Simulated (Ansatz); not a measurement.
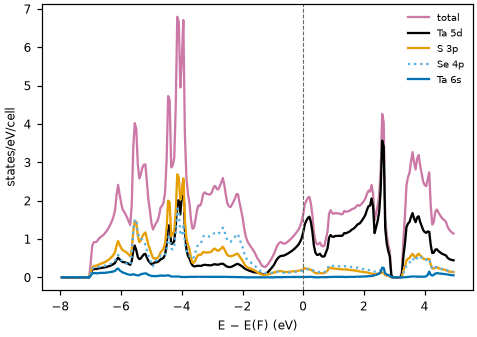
Fig. 1. Total and projected density of states of TaSeS in space group P3m1 (No. 156; Ta on 1a, Se on 1c, S on 1b), r²SCAN+D4 (plane waves, PAW; program Ansatz)

### Question
Which orbitals carry the states next to the Fermi level?

### Answer
Within 0.5 eV of the Fermi level: Ta 5d 71 %, S 3p 13 %, Se 4p 12 %. Projections are on Löwdin-orthogonalised atomic valence shells; empty p or d shells of many metals are not among them.

### Question
Where is the tallest occupied peak in this window, and what makes it?

### Answer
Near -4.1 eV, about 6.8 states/eV per cell; the largest projected share is S 3p.

The workflow started from a Materials Project entry (that database holds measured and hypothetical structures alike); the Crystallography Open Database copy checked does not list it. With Se and S taken as one species the cell has the higher symmetry P-3m1, so it may be an ordered model of a mixed-site phase. Whether it is the stable phase at ambient conditions was not checked. Symmetry was held in the r²SCAN+D4 relaxation; whether a distortion lowers the energy is not shown. The run is not spin-polarised. With an odd number of electrons in the cell and no spin polarisation, the count alone makes it a metal. Scalar-relativistic: spin–orbit coupling is off unless named, which matters more the heavier the elements.

Potentials: the later of the program's two PAW sets.
